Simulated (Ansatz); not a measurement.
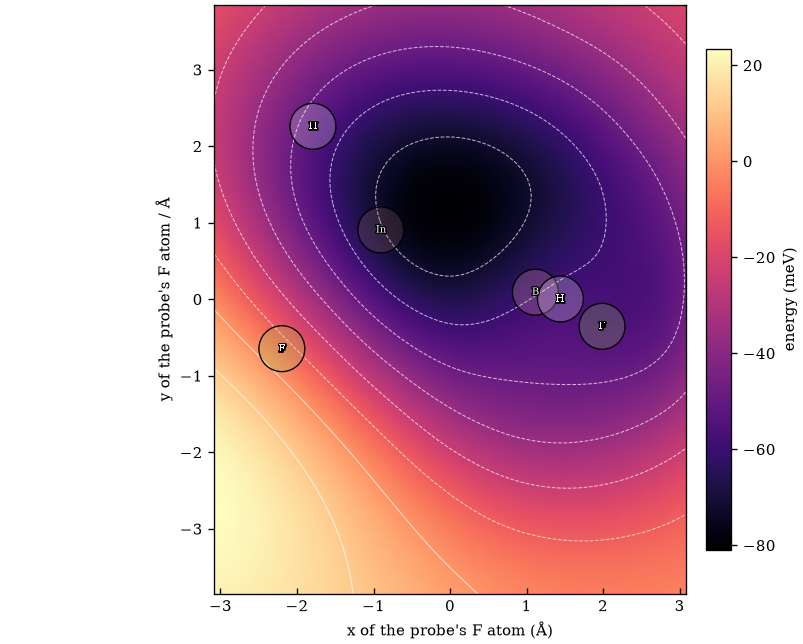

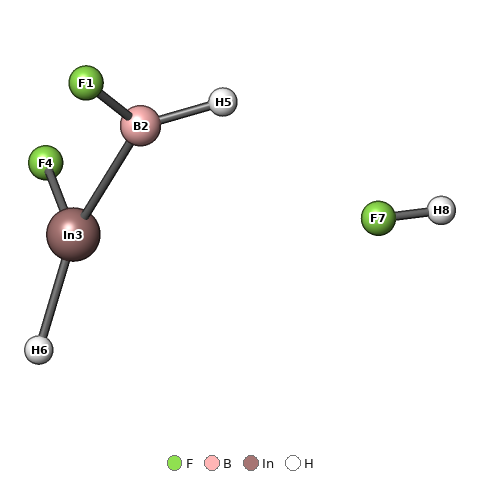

Energy landscape of BF₂H₂In (SMILES F[BH][InH][F]) with the probe HF. The probe is moved over a plane parallel to the molecule's main plane, 4.01 Å above it. Coordinates scanned: (1) x of the probe's F atom; (2) y of the probe's F atom. Nothing is relaxed (molecule and probe rigid, the probe upright with F nearest the plane). The scan uses a 9 × 11 grid. Points are written as (first, second). All energies are given in meV relative to molecule and probe far apart, each relaxed in its own basis (no counterpoise correction). These are results of RKS PBE-D4/def2-SVPD in Ansatz 0.2.0, not measurements.

The picture shows a smooth colour map with a few white contour lines, labelled circles for the molecule's atoms, projected on the plane. Between grid points the surface is interpolated. The second picture is the structure at the lowest point.

Question: Summarise what can be read from the map.

Answer: The lowest grid point is at (0.00 Å, 1.54 Å), −80 meV from molecule and probe far apart, each relaxed in its own basis (no counterpoise correction). No other kind of well shows on this grid. The highest grid point, (−3.08 Å, −2.31 Å), lies 103 meV above the lowest. Near the minimum the well is nearly round, with a curvature of about 0.022 eV/Å².

The whole map (99 points run) took 11 min on 1 thread of Arm Neoverse V2, with other jobs on the host.
